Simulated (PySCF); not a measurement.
# C3H12BNSi: what the fields show

```yaml
atoms:
  - { symbol: C, position_ang: [-1.6641, 1.8974, -0.3237] }
  - { symbol: B, position_ang: [-0.9605, 0.4705, -0.2889] }
  - { symbol: C, position_ang: [-1.6425, -0.7859, -0.9898] }
  - { symbol: N, position_ang: [0.2539, 0.3400, 0.3619] }
  - { symbol: C, position_ang: [1.0878, -0.8426, 0.4879] }
  - { symbol: Si, position_ang: [2.5523, -0.7759, -0.7385] }
  - { symbol: H, position_ang: [-2.6926, 1.8453, 0.0286] }
  - { symbol: H, position_ang: [-1.1511, 2.6471, 0.2762] }
  - { symbol: H, position_ang: [-1.7106, 2.2751, -1.3441] }
  - { symbol: H, position_ang: [-2.5435, -0.5172, -1.5349] }
  - { symbol: H, position_ang: [-0.9682, -1.2711, -1.6938] }
  - { symbol: H, position_ang: [-1.9262, -1.5417, -0.2579] }
  - { symbol: H, position_ang: [0.6921, 1.1527, 0.7713] }
  - { symbol: H, position_ang: [1.4439, -0.9244, 1.5203] }
  - { symbol: H, position_ang: [0.4707, -1.7204, 0.2988] }
  - { symbol: H, position_ang: [3.3756, -1.9754, -0.5737] }
  - { symbol: H, position_ang: [3.3479, 0.4193, -0.4417] }
  - { symbol: H, position_ang: [2.0264, -0.6865, -2.0992] }
```

Geometry: GFN2-xTB.

Theory: PBE0/pcSseg-1, SCF density, gas phase, non-relativistic (PySCF).

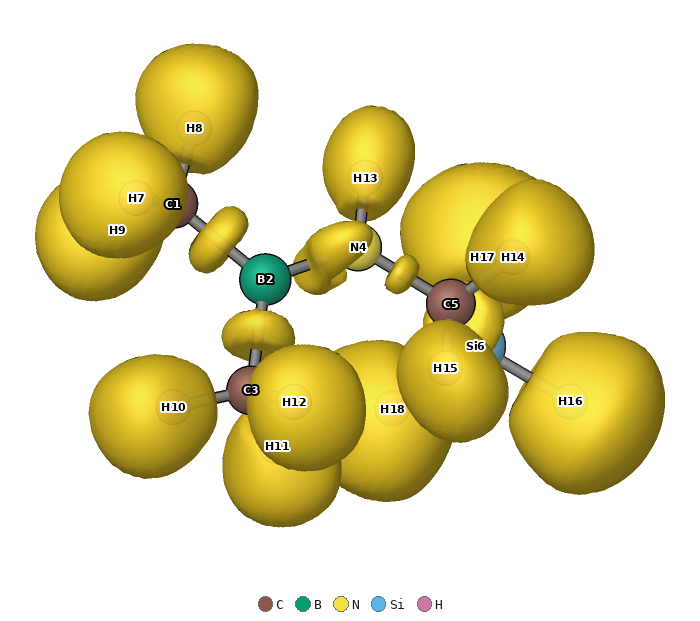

Figure 1. Isosurface of the electron localisation function at 0.85 (yellow), seen at a tilt. Core shells and regions of very low density are left out.

> Describe the localisation domains.

The surface consists of two regions between bonded B–C atoms (shared pairs), one region between bonded B–N atoms (shared pairs), one region between bonded C–N atoms (shared pairs), one region between bonded C–Si atoms (shared pairs) and twelve regions around hydrogen nuclei.


B–N (1.38 Å): the ELF peaks at about 0.90 between the atoms: a short, strongly polar bond. C–N (1.45 Å): the ELF peaks at about 0.95 between the atoms; a covalent bond.

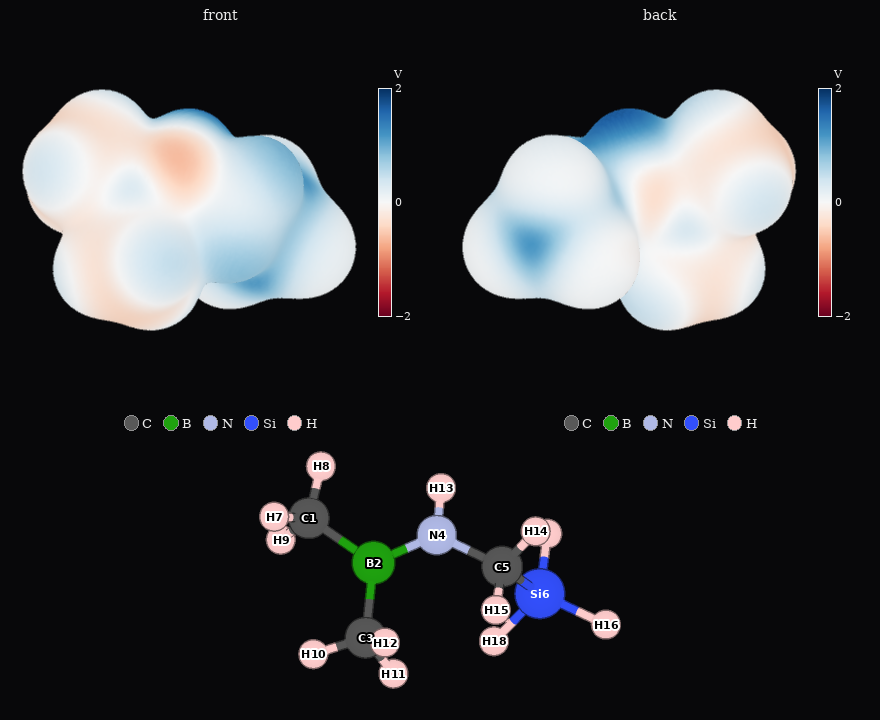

Figure 2. The electrostatic potential painted on the density surface at 0.002 e/bohr³, seen from the front and from behind; the colour scale runs from red (negative) to blue (positive). The bare structure is drawn below in the same view.

> Which sites attract a positive test charge, and which a negative one?

A positive charge is drawn to the negative regions and a negative charge to the positive ones. The most negative region (about −0.6 V) lies over N4, the most positive (about +1.6 V) over H13.

> How polar is the molecule by this calculation?

Its dipole moment is 1.33 D.

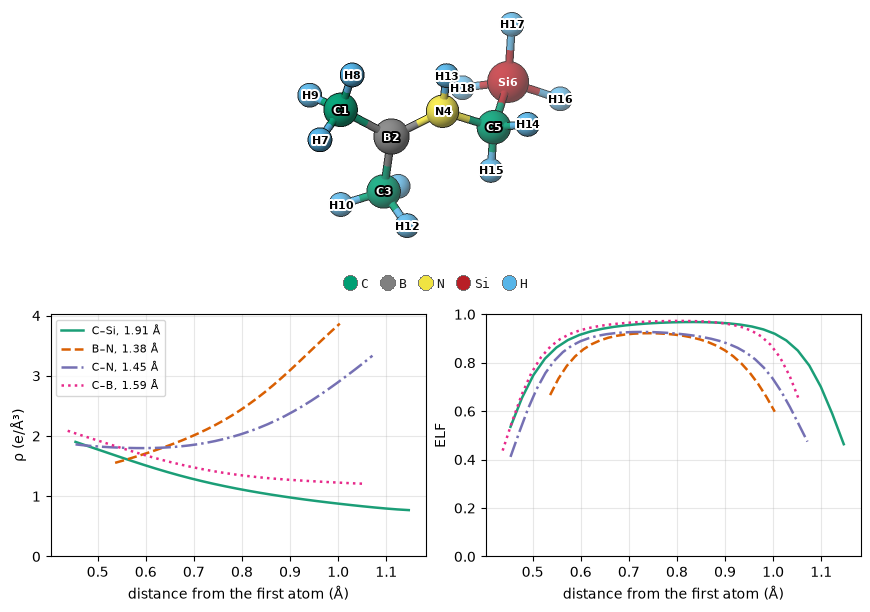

Figure 3. Total electron density and electron localisation function along straight lines between neighbouring atoms. The curves leave out the atomic cores. The structure is drawn too.

> What can be read from the curves?

C–Si (1.91 Å): ρ at the midpoint is about 0.92 e/Å³; the ELF peaks at about 0.95 between the atoms, as expected for localised, covalent bonding.
B–N (1.38 Å): ρ is about 2 e/Å³ halfway; the ELF peaks at about 0.90 between the atoms (a polar covalent bond).
C–N (1.45 Å): the density is about 1.9 e/Å³ at the midpoint; the ELF peaks at about 0.95 between the atoms; a shared electron pair.
C–B (1.59 Å): the density is about 1.4 e/Å³ at the midpoint; the ELF peaks at about 1 between the atoms; a covalent bond.
